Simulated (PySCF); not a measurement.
## Atomic calculation, with input and output: Fe

Fe, configuration 1s2 2s2 2p6 3s2 3p6 3d6 4s1 4p1, multiplicity 7. Computed at this level: unrestricted HF, aug-cc-pwCVTZ-DK, spin-free X2C-1e, Gaussian nucleus (PySCF).

Log (extracts):
```
damping factor = 0
level_shift factor = 0
DIIS = <class 'pyscf.scf.diis.CDIIS'>
diis_start_cycle = 1
diis_space = 10
diis_damp = 0
SCF conv_tol = 1e-09
SCF conv_tol_grad = None
number electrons alpha = 16  beta = 10
cycle= 1 E= -1271.29960897222  delta_E= -0.00699  |g|= 0.0306  |ddm|= 0.0638
cycle= 2 E= -1271.30010038418  delta_E= -0.000491  |g|= 0.00819  |ddm|= 0.0314
cycle= 3 E= -1271.30017953595  delta_E= -7.92e-05  |g|= 0.00215  |ddm|= 0.0306
cycle= 4 E= -1271.30018503633  delta_E= -5.5e-06  |g|= 0.00119  |ddm|= 0.0155
cycle= 5 E= -1271.30018584117  delta_E= -8.05e-07  |g|= 0.000167  |ddm|= 0.008
cycle= 6 E= -1271.30018589128  delta_E= -5.01e-08  |g|= 4.22e-05  |ddm|= 0.00306
cycle= 7 E= -1271.30018589605  delta_E= -4.77e-09  |g|= 7.97e-06  |ddm|= 0.000875
cycle= 8 E= -1271.30018589619  delta_E= -1.43e-10  |g|= 1.49e-06  |ddm|= 0.000128
converged SCF energy = -1271.30018589619  <S^2> = 12.002836  2S+1 = 7.0008103
```

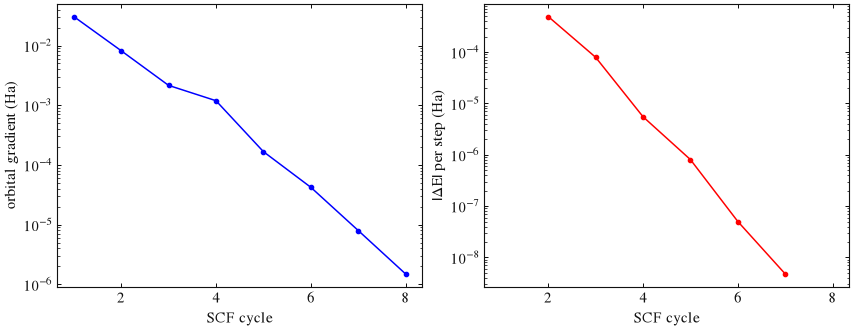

**Figure 1.** Convergence: orbital gradient and change of the energy from step to step (the smallest changes aren't drawn) against the SCF cycle. The residual falls at every step. It goes from 0.031 to 1.5×10⁻⁶ in 8 steps.

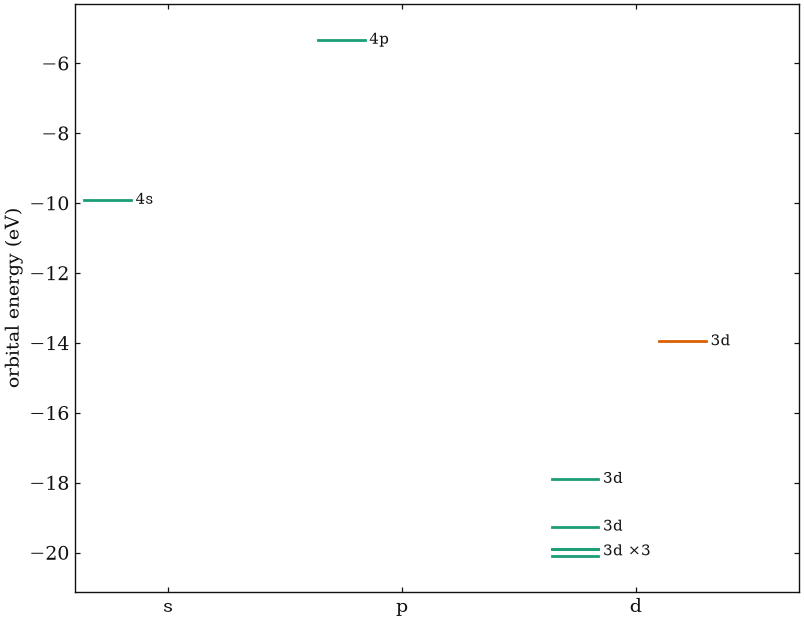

**Figure 2.** Orbital energies of the mean field, from the top down to −20.1 eV, by angular momentum, α spin at the left of each column and β at the right; ×n counts the orbitals under one label. The highest filled orbital is 4p α at −5.33 eV, the lowest empty one s β at −0.270 eV.

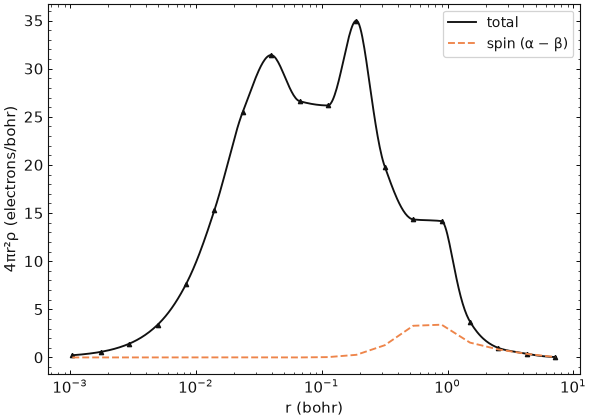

**Figure 3.** Spherically averaged radial density 4πr²ρ of the mean field and its spin part; markers are the stored points, which are sparse, and the line is a monotone interpolation between them. The largest stored value is 35.0 electrons/bohr at r = 0.19 bohr. Root-mean-square radii of the shells: 2s 0.288, 3s 0.871, 3p 0.935, 3d 1.23, 4s 3.25, 4p 4.20 bohr.

The input:
```python
from pyscf import gto, scf, dft, mp, cc
import basis_set_exchange as bse
mol = gto.M(atom="Fe 0 0 0", charge=0, spin=6, symmetry="D2h",
            basis=gto.basis.parse(bse.get_basis("aug-cc-pwCVTZ-DK", elements=["Fe"], fmt="nwchem")),
            nucmod="G")
mf = scf.UHF(mol).sfx2c1e()
mf.irrep_nelec = {'Ag': (6, 3), 'B1g': (1, 1), 'B2g': (1, 0), 'B3g': (1, 0), 'B1u': (3, 2), 'B2u': (2, 2), 'B3u': (2, 2)}
mf.kernel()
```

The script is an equivalent of what the driver set up; the driver started from orbitals of its own, so the log can be shorter than this script's would be, and it computed the properties (radii, ⟨L²⟩, response) afterwards. It held the occupations shell by shell, which the script's counts by irreducible representation don't always enforce.

Key numbers:

- outcome: converged
- total energy: −1271.3002 hartree
- ⟨S²⟩: 12.003
- ⟨L²⟩: 8.06
- SCF iterations: 8
- hardware: 1 CPU thread, shared host
- CPU time: 9 s (integrals apart)

Notes:

This is not the ground configuration of the species. ⟨L²⟩ departs from that of the intended term, so the determinant mixes terms.
